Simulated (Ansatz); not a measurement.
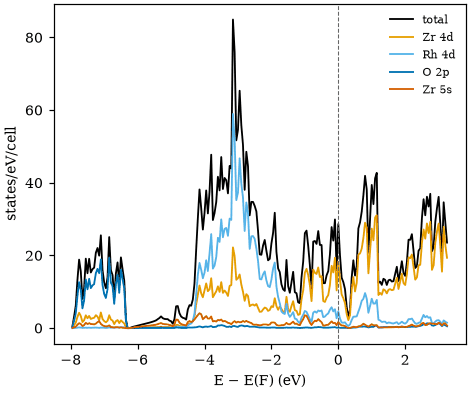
Figure. Total and projected density of states of Zr4Rh2O in space group Fd-3m (No. 227; Zr on 16c, Zr on 48f, Rh on 32e, O on 16d), r²SCAN in the plane-wave PAW code Ansatz

**Question.** Which orbitals carry the states next to the Fermi level?

**Answer.** Within 0.5 eV of the Fermi level: Zr 4d 64 %, Rh 4d 19 %, Zr 5s 5 %, outside the projected shells 7 %. Projections are on Löwdin-orthogonalised atomic valence shells; empty p or d shells of many metals are not among them.

**Question.** Where is the tallest occupied peak in this window, and what makes it?

**Answer.** Near -3.1 eV, about 85 states/eV per cell; the largest projected share is Rh 4d.

The start of the workflow was typed in or built on a structure type; neither database checked (COD, Materials Project) lists it. Whether it is the stable phase at ambient conditions was not checked. The r²SCAN relaxation kept the symmetry of its start; whether a distortion lowers the energy is not shown. The workflow began spin-polarised and lost its moments. Spin–orbit coupling is left out wherever it is not named.

Potentials: the later of the program's two PAW sets.
